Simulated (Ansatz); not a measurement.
## CH$_{6}$GeO$_{2}$: molecular dynamics (part 1 of 4)

System: CH$_{6}$GeO$_{2}$.
Method: RKS B3LYP-D4/def2-SVP (Ansatz 0.2.0).

It belongs to a series of runs on one base structure; here: dynamics from the highest image of the converged band.

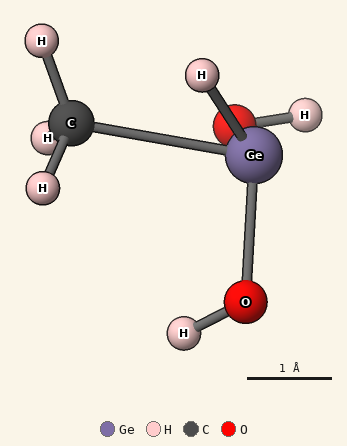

Figure 1. The starting structure (ball-and-stick view, seen at a tilt). Sticks mark near contacts. Bond lengths as drawn: C–Ge 2.27 Å, C–H 1.10 Å, Ge–H 1.53 Å, Ge–O 1.79 to 1.80 Å and H–O 0.97 Å.

**The input**
```yaml
crystal:
  periodic: [false, false, false]
  atoms:
    - { symbol: Ge, position_ang: [-0.390279, -0.046724, 0.745252] }
    - { symbol: H, position_ang: [0.744629, 0.264828, 1.729308] }
    - { symbol: C, position_ang: [1.821566, 0.166868, 0.302279] }
    - { symbol: H, position_ang: [1.793339, -0.571123, -0.516616] }
    - { symbol: H, position_ang: [1.979991, 1.199163, -0.040318] }
    - { symbol: H, position_ang: [2.581752, -0.130408, 1.039222] }
    - { symbol: O, position_ang: [-0.911059, 1.189177, -0.440399] }
    - { symbol: H, position_ang: [-0.482727, 1.043096, -1.297689] }
    - { symbol: O, position_ang: [-0.412664, -1.664894, -0.046351] }
    - { symbol: H, position_ang: [-1.221547, -2.146386, 0.173912] }
basis:
  gaussian: { orbitals: def2-SVP }
hamiltonian:
  xc: b3lyp
  dispersion: d4
md:
  timestep: 0.5
  n_steps: 200
  ensemble: nve
  temperature: 100.0
  initial_velocities: maxwell_boltzmann
  seed: 10060
```

Hardware: 2 threads of Arm Neoverse V1, 24 GiB of memory available, shared host.

Command:
```bash
ansatz run input.yaml --threads 2 --pin off --max-ram 3072MiB --backend cpu --events-out ev --progress --plain --runs-dir out
```

**The program's output**
```
Engine: ansatz 0.2.0, aarch64-unknown-linux-gnu
Functional definition: B3LYP
  parameter a0 = 0.2
  parameter ax = 0.72
  parameter ac = 0.81
  exchange = (1 - a0 - ax)*slater_x + ax*b88_x + a0*exact_x
  correlation = (1 - ac)*vwn_rpa_c + ac*lyp_c
1108 factors; integrals over basis functions are off by at most 3.6e-4 eV
mean field evaluation 1: about -61720.7848 eV, gradient 8.5e1 eV
mean field evaluation 2: about -61688.3683 eV, gradient 1.4e2 eV
mean field evaluation 4: about -61735.5324 eV, gradient 6.6e0 eV
mean field evaluation 8: about -61735.6273 eV, gradient 2.0e-1 eV
mean field evaluation 16: about -61735.6274 eV, gradient 3.6e-5 eV
mean field -61735.62743198 eV, -2268.7424622139 hartree, gradient 3.6e-5 eV, S^2 0.000000; 0 other end points of the search recorded, 0 dependent functions left out
the calculation of the forces begins
reference -61735.62765893 eV, -2268.7424705542 hartree; 30, 30 occupied and 74, 74 virtual orbitals, 1108 factors
md step     0: t =     0.00 fs  T =   100.0 K  F+E_penalty+E_count = -61735.91187824 eV  E_kin = 0.103408 eV  conserved = -61735.80847024 eV  (27 SCF iters)
these checks for a lower state are left out or cut short: starts, cluster_reference, orbital_swaps, neighbouring_geometries, increment
1108 factors; integrals over basis functions are off by at most 3.6e-4 eV
mean field -61735.62151239 eV, -2268.7422446731 hartree, gradient 5.3e-5 eV, S^2 0.000000; 0 other end points of the search recorded, 0 dependent functions left out
the calculation of the forces begins
reference -61735.62173882 eV, -2268.7422529942 hartree; 30, 30 occupied and 74, 74 virtual orbitals, 1108 factors
md step     1: t =     0.50 fs  T =    94.6 K  F+E_penalty+E_count = -61735.90617229 eV  E_kin = 0.097816 eV  conserved = -61735.80835659 eV  (29 SCF iters)
[... from here on the SCF iterations and repeated set-up lines of each step are left out, up to the last step ...]
md step     2: t =     1.00 fs  T =    81.1 K  F+E_penalty+E_count = -61735.89183696 eV  E_kin = 0.083870 eV  conserved = -61735.80796700 eV  (29 SCF iters)
md step     3: t =     1.50 fs  T =    65.3 K  F+E_penalty+E_count = -61735.87500734 eV  E_kin = 0.067516 eV  conserved = -61735.80749158 eV  (29 SCF iters)
md step     4: t =     2.00 fs  T =    53.9 K  F+E_penalty+E_count = -61735.86299743 eV  E_kin = 0.055780 eV  conserved = -61735.80721762 eV  (26 SCF iters)
md step     5: t =     2.50 fs  T =    50.9 K  F+E_penalty+E_count = -61735.85999510 eV  E_kin = 0.052685 eV  conserved = -61735.80731060 eV  (26 SCF iters)
md step     6: t =     3.00 fs  T =    55.1 K  F+E_penalty+E_count = -61735.86462421 eV  E_kin = 0.056955 eV  conserved = -61735.80766957 eV  (29 SCF iters)
md step     7: t =     3.50 fs  T =    61.3 K  F+E_penalty+E_count = -61735.87141132 eV  E_kin = 0.063384 eV  conserved = -61735.80802719 eV  (28 SCF iters)
md step     8: t =     4.00 fs  T =    64.4 K  F+E_penalty+E_count = -61735.87475276 eV  E_kin = 0.066580 eV  conserved = -61735.80817283 eV  (29 SCF iters)
md step     9: t =     4.50 fs  T =    62.0 K  F+E_penalty+E_count = -61735.87216837 eV  E_kin = 0.064098 eV  conserved = -61735.80806988 eV  (29 SCF iters)
md step    10: t =     5.00 fs  T =    55.3 K  F+E_penalty+E_count = -61735.86501224 eV  E_kin = 0.057196 eV  conserved = -61735.80781604 eV  (29 SCF iters)
md step    11: t =     5.50 fs  T =    47.9 K  F+E_penalty+E_count = -61735.85708290 eV  E_kin = 0.049535 eV  conserved = -61735.80754797 eV  (29 SCF iters)
md step    12: t =     6.00 fs  T =    43.7 K  F+E_penalty+E_count = -61735.85251732 eV  E_kin = 0.045142 eV  conserved = -61735.80737556 eV  (29 SCF iters)
md step    13: t =     6.50 fs  T =    45.1 K  F+E_penalty+E_count = -61735.85401789 eV  E_kin = 0.046658 eV  conserved = -61735.80736024 eV  (26 SCF iters)
md step    14: t =     7.00 fs  T =    52.5 K  F+E_penalty+E_count = -61735.86183433 eV  E_kin = 0.054321 eV  conserved = -61735.80751317 eV  (26 SCF iters)
md step    15: t =     7.50 fs  T =    63.6 K  F+E_penalty+E_count = -61735.87357826 eV  E_kin = 0.065783 eV  conserved = -61735.80779544 eV  (29 SCF iters)
md step    16: t =     8.00 fs  T =    74.2 K  F+E_penalty+E_count = -61735.88487756 eV  E_kin = 0.076763 eV  conserved = -61735.80811463 eV  (29 SCF iters)
md step    17: t =     8.50 fs  T =    79.8 K  F+E_penalty+E_count = -61735.89087897 eV  E_kin = 0.082544 eV  conserved = -61735.80833493 eV  (29 SCF iters)
md step    18: t =     9.00 fs  T =    77.4 K  F+E_penalty+E_count = -61735.88840062 eV  E_kin = 0.080084 eV  conserved = -61735.80831693 eV  (29 SCF iters)
md step    19: t =     9.50 fs  T =    67.7 K  F+E_penalty+E_count = -61735.87802402 eV  E_kin = 0.070017 eV  conserved = -61735.80800661 eV  (28 SCF iters)
md step    20: t =    10.00 fs  T =    55.4 K  F+E_penalty+E_count = -61735.86477385 eV  E_kin = 0.057250 eV  conserved = -61735.80752377 eV  (29 SCF iters)
md step    21: t =    10.50 fs  T =    47.4 K  F+E_penalty+E_count = -61735.85616304 eV  E_kin = 0.049023 eV  conserved = -61735.80714036 eV  (29 SCF iters)
md step    22: t =    11.00 fs  T =    49.3 K  F+E_penalty+E_count = -61735.85807312 eV  E_kin = 0.050979 eV  conserved = -61735.80709416 eV  (25 SCF iters)
md step    23: t =    11.50 fs  T =    61.8 K  F+E_penalty+E_count = -61735.87124291 eV  E_kin = 0.063857 eV  conserved = -61735.80738589 eV  (28 SCF iters)
md step    24: t =    12.00 fs  T =    80.7 K  F+E_penalty+E_count = -61735.89125003 eV  E_kin = 0.083464 eV  conserved = -61735.80778616 eV  (29 SCF iters)
md step    25: t =    12.50 fs  T =   100.4 K  F+E_penalty+E_count = -61735.91189197 eV  E_kin = 0.103852 eV  conserved = -61735.80804037 eV  (28 SCF iters)
md step    26: t =    13.00 fs  T =   117.0 K  F+E_penalty+E_count = -61735.92905270 eV  E_kin = 0.121011 eV  conserved = -61735.80804184 eV  (28 SCF iters)
md step    27: t =    13.50 fs  T =   130.2 K  F+E_penalty+E_count = -61735.94246590 eV  E_kin = 0.134624 eV  conserved = -61735.80784238 eV  (27 SCF iters)
md step    28: t =    14.00 fs  T =   142.6 K  F+E_penalty+E_count = -61735.95506403 eV  E_kin = 0.147498 eV  conserved = -61735.80756572 eV  (28 SCF iters)
md step    29: t =    14.50 fs  T =   158.4 K  F+E_penalty+E_count = -61735.97111687 eV  E_kin = 0.163789 eV  conserved = -61735.80732788 eV  (28 SCF iters)
md step    30: t =    15.00 fs  T =   181.0 K  F+E_penalty+E_count = -61735.99438267 eV  E_kin = 0.187177 eV  conserved = -61735.80720530 eV  (28 SCF iters)
md step    31: t =    15.50 fs  T =   212.4 K  F+E_penalty+E_count = -61736.02686572 eV  E_kin = 0.219639 eV  conserved = -61735.80722694 eV  (28 SCF iters, 3 dispersion substeps)
md step    32: t =    16.00 fs  T =   252.4 K  F+E_penalty+E_count = -61736.06833128 eV  E_kin = 0.260954 eV  conserved = -61735.80737763 eV  (28 SCF iters, 3 dispersion substeps)
md step    33: t =    16.50 fs  T =   298.8 K  F+E_penalty+E_count = -61736.11656534 eV  E_kin = 0.308969 eV  conserved = -61735.80759618 eV  (28 SCF iters, 3 dispersion substeps)
md step    34: t =    17.00 fs  T =   348.7 K  F+E_penalty+E_count = -61736.16839539 eV  E_kin = 0.360618 eV  conserved = -61735.80777691 eV  (28 SCF iters, 3 dispersion substeps)
md step    35: t =    17.50 fs  T =   400.0 K  F+E_penalty+E_count = -61736.22140022 eV  E_kin = 0.413608 eV  conserved = -61735.80779215 eV  (28 SCF iters, 3 dispersion substeps)
md step    36: t =    18.00 fs  T =   452.9 K  F+E_penalty+E_count = -61736.27587147 eV  E_kin = 0.468312 eV  conserved = -61735.80755992 eV  (27 SCF iters, 3 dispersion substeps)
md step    37: t =    18.50 fs  T =   511.4 K  F+E_penalty+E_count = -61736.33596155 eV  E_kin = 0.528825 eV  conserved = -61735.80713647 eV  (27 SCF iters, 3 dispersion substeps)
md step    38: t =    19.00 fs  T =   582.1 K  F+E_penalty+E_count = -61736.40868033 eV  E_kin = 0.601933 eV  conserved = -61735.80674706 eV  (27 SCF iters, 3 dispersion substeps)
md step    39: t =    19.50 fs  T =   670.9 K  F+E_penalty+E_count = -61736.50042527 eV  E_kin = 0.693763 eV  conserved = -61735.80666243 eV  (27 SCF iters, 3 dispersion substeps)
md step    40: t =    20.00 fs  T =   779.4 K  F+E_penalty+E_count = -61736.61295913 eV  E_kin = 0.805977 eV  conserved = -61735.80698215 eV  (28 SCF iters, 3 dispersion substeps)
md step    41: t =    20.50 fs  T =   903.6 K  F+E_penalty+E_count = -61736.74195441 eV  E_kin = 0.934407 eV  conserved = -61735.80754701 eV  (28 SCF iters, 3 dispersion substeps)
md step    42: t =    21.00 fs  T =  1035.9 K  F+E_penalty+E_count = -61736.87933239 eV  E_kin = 1.071247 eV  conserved = -61735.80808510 eV  (27 SCF iters, 3 dispersion substeps)
md step    43: t =    21.50 fs  T =  1169.1 K  F+E_penalty+E_count = -61737.01734564 eV  E_kin = 1.208933 eV  conserved = -61735.80841237 eV  (27 SCF iters, 3 dispersion substeps)
md step    44: t =    22.00 fs  T =  1298.6 K  F+E_penalty+E_count = -61737.15141798 eV  E_kin = 1.342903 eV  conserved = -61735.80851470 eV  (26 SCF iters, 3 dispersion substeps)
md step    45: t =    22.50 fs  T =  1423.5 K  F+E_penalty+E_count = -61737.28049300 eV  E_kin = 1.472006 eV  conserved = -61735.80848694 eV  (26 SCF iters, 3 dispersion substeps)
md step    46: t =    23.00 fs  T =  1544.5 K  F+E_penalty+E_count = -61737.40563409 eV  E_kin = 1.597187 eV  conserved = -61735.80844697 eV  (26 SCF iters, 3 dispersion substeps)
md step    47: t =    23.50 fs  T =  1663.0 K  F+E_penalty+E_count = -61737.52815968 eV  E_kin = 1.719674 eV  conserved = -61735.80848588 eV  (26 SCF iters, 3 dispersion substeps)
md step    48: t =    24.00 fs  T =  1778.9 K  F+E_penalty+E_count = -61737.64814862 eV  E_kin = 1.839494 eV  conserved = -61735.80865415 eV  (27 SCF iters, 3 dispersion substeps)
md step    49: t =    24.50 fs  T =  1890.2 K  F+E_penalty+E_count = -61737.76360754 eV  E_kin = 1.954650 eV  conserved = -61735.80895769 eV  (26 SCF iters, 3 dispersion substeps)
md step    50: t =    25.00 fs  T =  1993.1 K  F+E_penalty+E_count = -61737.87037446 eV  E_kin = 2.061018 eV  conserved = -61735.80935669 eV  (26 SCF iters, 3 dispersion substeps)
md step    51: t =    25.50 fs  T =  2082.1 K  F+E_penalty+E_count = -61737.96280127 eV  E_kin = 2.153043 eV  conserved = -61735.80975796 eV  (26 SCF iters, 3 dispersion substeps)
md step    52: t =    26.00 fs  T =  2151.9 K  F+E_penalty+E_count = -61738.03527523 eV  E_kin = 2.225251 eV  conserved = -61735.81002435 eV  (26 SCF iters, 3 dispersion substeps)
md step    53: t =    26.50 fs  T =  2199.4 K  F+E_penalty+E_count = -61738.08438781 eV  E_kin = 2.274371 eV  conserved = -61735.81001709 eV  (27 SCF iters, 3 dispersion substeps)
md step    54: t =    27.00 fs  T =  2225.4 K  F+E_penalty+E_count = -61738.11098317 eV  E_kin = 2.301288 eV  conserved = -61735.80969490 eV  (27 SCF iters, 3 dispersion substeps)
md step    55: t =    27.50 fs  T =  2235.2 K  F+E_penalty+E_count = -61738.12062006 eV  E_kin = 2.311419 eV  conserved = -61735.80920113 eV  (28 SCF iters, 3 dispersion substeps)
md step    56: t =    28.00 fs  T =  2236.2 K  F+E_penalty+E_count = -61738.12124883 eV  E_kin = 2.312424 eV  conserved = -61735.80882533 eV  (28 SCF iters, 3 dispersion substeps)
md step    57: t =    28.50 fs  T =  2233.9 K  F+E_penalty+E_count = -61738.11884410 eV  E_kin = 2.310051 eV  conserved = -61735.80879280 eV  (30 SCF iters, 3 dispersion substeps)
md step    58: t =    29.00 fs  T =  2229.1 K  F+E_penalty+E_count = -61738.11410097 eV  E_kin = 2.305035 eV  conserved = -61735.80906579 eV  (30 SCF iters, 3 dispersion substeps)
md step    59: t =    29.50 fs  T =  2218.0 K  F+E_penalty+E_count = -61738.10299950 eV  E_kin = 2.293614 eV  conserved = -61735.80938512 eV  (30 SCF iters, 3 dispersion substeps)
md step    60: t =    30.00 fs  T =  2196.3 K  F+E_penalty+E_count = -61738.08063041 eV  E_kin = 2.271127 eV  conserved = -61735.80950311 eV  (29 SCF iters, 3 dispersion substeps)
md step    61: t =    30.50 fs  T =  2161.9 K  F+E_penalty+E_count = -61738.04497602 eV  E_kin = 2.235627 eV  conserved = -61735.80934855 eV  (26 SCF iters, 3 dispersion substeps)
md step    62: t =    31.00 fs  T =  2117.0 K  F+E_penalty+E_count = -61737.99816134 eV  E_kin = 2.189153 eV  conserved = -61735.80900790 eV  (29 SCF iters, 3 dispersion substeps)
md step    63: t =    31.50 fs  T =  2066.2 K  F+E_penalty+E_count = -61737.94523953 eV  E_kin = 2.136608 eV  conserved = -61735.80863163 eV  (30 SCF iters, 3 dispersion substeps)
md step    64: t =    32.00 fs  T =  2014.9 K  F+E_penalty+E_count = -61737.89192107 eV  E_kin = 2.083575 eV  conserved = -61735.80834651 eV  (30 SCF iters, 3 dispersion substeps)
md step    65: t =    32.50 fs  T =  1967.3 K  F+E_penalty+E_count = -61737.84253853 eV  E_kin = 2.034308 eV  conserved = -61735.80823024 eV  (30 SCF iters, 3 dispersion substeps)
md step    66: t =    33.00 fs  T =  1924.9 K  F+E_penalty+E_count = -61737.79877969 eV  E_kin = 1.990475 eV  conserved = -61735.80830461 eV  (31 SCF iters, 3 dispersion substeps)
md step    67: t =    33.50 fs  T =  1886.5 K  F+E_penalty+E_count = -61737.75932182 eV  E_kin = 1.950784 eV  conserved = -61735.80853734 eV  (31 SCF iters, 3 dispersion substeps)
md step    68: t =    34.00 fs  T =  1848.5 K  F+E_penalty+E_count = -61737.72037398 eV  E_kin = 1.911535 eV  conserved = -61735.80883921 eV  (29 SCF iters, 3 dispersion substeps)
md step    69: t =    34.50 fs  T =  1806.5 K  F+E_penalty+E_count = -61737.67714508 eV  E_kin = 1.868076 eV  conserved = -61735.80906867 eV  (29 SCF iters, 3 dispersion substeps)
md step    70: t =    35.00 fs  T =  1757.1 K  F+E_penalty+E_count = -61737.62607430 eV  E_kin = 1.816997 eV  conserved = -61735.80907730 eV  (29 SCF iters, 3 dispersion substeps)
md step    71: t =    35.50 fs  T =  1700.3 K  F+E_penalty+E_count = -61737.56705991 eV  E_kin = 1.758254 eV  conserved = -61735.80880549 eV  (25 SCF iters, 3 dispersion substeps)
md step    72: t =    36.00 fs  T =  1639.9 K  F+E_penalty+E_count = -61737.50421503 eV  E_kin = 1.695833 eV  conserved = -61735.80838169 eV  (25 SCF iters, 3 dispersion substeps)
md step    73: t =    36.50 fs  T =  1581.8 K  F+E_penalty+E_count = -61737.44379057 eV  E_kin = 1.635692 eV  conserved = -61735.80809894 eV  (26 SCF iters, 3 dispersion substeps)
md step    74: t =    37.00 fs  T =  1529.5 K  F+E_penalty+E_count = -61737.38983145 eV  E_kin = 1.581635 eV  conserved = -61735.80819684 eV  (25 SCF iters, 3 dispersion substeps)
md step    75: t =    37.50 fs  T =  1481.6 K  F+E_penalty+E_count = -61737.34073947 eV  E_kin = 1.532099 eV  conserved = -61735.80864019 eV  (25 SCF iters, 3 dispersion substeps)
md step    76: t =    38.00 fs  T =  1431.9 K  F+E_penalty+E_count = -61737.28981685 eV  E_kin = 1.480664 eV  conserved = -61735.80915320 eV  (25 SCF iters, 3 dispersion substeps)
md step    77: t =    38.50 fs  T =  1373.1 K  F+E_penalty+E_count = -61737.22931972 eV  E_kin = 1.419863 eV  conserved = -61735.80945702 eV  (30 SCF iters, 3 dispersion substeps)
md step    78: t =    39.00 fs  T =  1300.8 K  F+E_penalty+E_count = -61737.15462274 eV  E_kin = 1.345168 eV  conserved = -61735.80945461 eV  (30 SCF iters, 3 dispersion substeps)
md step    79: t =    39.50 fs  T =  1215.2 K  F+E_penalty+E_count = -61737.06582209 eV  E_kin = 1.256605 eV  conserved = -61735.80921724 eV  (29 SCF iters, 3 dispersion substeps)
md step    80: t =    40.00 fs  T =  1119.8 K  F+E_penalty+E_count = -61736.96679432 eV  E_kin = 1.157920 eV  conserved = -61735.80887461 eV  (27 SCF iters, 3 dispersion substeps)
md step    81: t =    40.50 fs  T =  1019.9 K  F+E_penalty+E_count = -61736.86323233 eV  E_kin = 1.054699 eV  conserved = -61735.80853327 eV  (29 SCF iters, 3 dispersion substeps)
md step    82: t =    41.00 fs  T =   921.3 K  F+E_penalty+E_count = -61736.76095192 eV  E_kin = 0.952709 eV  conserved = -61735.80824242 eV  (30 SCF iters, 3 dispersion substeps)
md step    83: t =    41.50 fs  T =   828.7 K  F+E_penalty+E_count = -61736.66499059 eV  E_kin = 0.856982 eV  conserved = -61735.80800869 eV  (30 SCF iters, 3 dispersion substeps)
md step    84: t =    42.00 fs  T =   746.2 K  F+E_penalty+E_count = -61736.57940216 eV  E_kin = 0.771589 eV  conserved = -61735.80781345 eV  (30 SCF iters, 3 dispersion substeps)
md step    85: t =    42.50 fs  T =   676.8 K  F+E_penalty+E_count = -61736.50748490 eV  E_kin = 0.699855 eV  conserved = -61735.80762959 eV  (30 SCF iters, 3 dispersion substeps)
md step    86: t =    43.00 fs  T =   623.5 K  F+E_penalty+E_count = -61736.45219885 eV  E_kin = 0.644772 eV  conserved = -61735.80742702 eV  (29 SCF iters, 3 dispersion substeps)
md step    87: t =    43.50 fs  T =   589.4 K  F+E_penalty+E_count = -61736.41663787 eV  E_kin = 0.609451 eV  conserved = -61735.80718710 eV  (29 SCF iters, 3 dispersion substeps)
md step    88: t =    44.00 fs  T =   577.7 K  F+E_penalty+E_count = -61736.40433778 eV  E_kin = 0.597409 eV  conserved = -61735.80692857 eV  (30 SCF iters, 3 dispersion substeps)
md step    89: t =    44.50 fs  T =   592.0 K  F+E_penalty+E_count = -61736.41895737 eV  E_kin = 0.612205 eV  conserved = -61735.80675198 eV  (29 SCF iters, 3 dispersion substeps)
md step    90: t =    45.00 fs  T =   634.3 K  F+E_penalty+E_count = -61736.46275335 eV  E_kin = 0.655925 eV  conserved = -61735.80682871 eV  (29 SCF iters, 3 dispersion substeps)
md step    91: t =    45.50 fs  T =   702.8 K  F+E_penalty+E_count = -61736.53408886 eV  E_kin = 0.726803 eV  conserved = -61735.80728595 eV  (28 SCF iters, 3 dispersion substeps)
md step    92: t =    46.00 fs  T =   790.7 K  F+E_penalty+E_count = -61736.62569116 eV  E_kin = 0.817635 eV  conserved = -61735.80805570 eV  (28 SCF iters, 3 dispersion substeps)
md step    93: t =    46.50 fs  T =   886.6 K  F+E_penalty+E_count = -61736.72572931 eV  E_kin = 0.916854 eV  conserved = -61735.80887487 eV  (30 SCF iters, 3 dispersion substeps)
md step    94: t =    47.00 fs  T =   978.9 K  F+E_penalty+E_count = -61736.82170337 eV  E_kin = 1.012247 eV  conserved = -61735.80945642 eV  (29 SCF iters, 3 dispersion substeps)
md step    95: t =    47.50 fs  T =  1058.9 K  F+E_penalty+E_count = -61736.90469740 eV  E_kin = 1.095031 eV  conserved = -61735.80966689 eV  (29 SCF iters, 3 dispersion substeps)
md step    96: t =    48.00 fs  T =  1123.6 K  F+E_penalty+E_count = -61736.97146453 eV  E_kin = 1.161913 eV  conserved = -61735.80955114 eV  (29 SCF iters, 3 dispersion substeps)
md step    97: t =    48.50 fs  T =  1174.6 K  F+E_penalty+E_count = -61737.02384572 eV  E_kin = 1.214594 eV  conserved = -61735.80925192 eV  (30 SCF iters, 3 dispersion substeps)
md step    98: t =    49.00 fs  T =  1216.3 K  F+E_penalty+E_count = -61737.06662977 eV  E_kin = 1.257709 eV  conserved = -61735.80892054 eV  (30 SCF iters, 3 dispersion substeps)
md step    99: t =    49.50 fs  T =  1253.8 K  F+E_penalty+E_count = -61737.10518811 eV  E_kin = 1.296521 eV  conserved = -61735.80866715 eV  (27 SCF iters, 3 dispersion substeps)
md step   100: t =    50.00 fs  T =  1291.2 K  F+E_penalty+E_count = -61737.14370210 eV  E_kin = 1.335156 eV  conserved = -61735.80854564 eV  (30 SCF iters, 3 dispersion substeps)
md step   101: t =    50.50 fs  T =  1330.3 K  F+E_penalty+E_count = -61737.18422658 eV  E_kin = 1.375659 eV  conserved = -61735.80856748 eV  (29 SCF iters, 3 dispersion substeps)
md step   102: t =    51.00 fs  T =  1371.1 K  F+E_penalty+E_count = -61737.22649256 eV  E_kin = 1.417795 eV  conserved = -61735.80869726 eV  (28 SCF iters, 3 dispersion substeps)
```
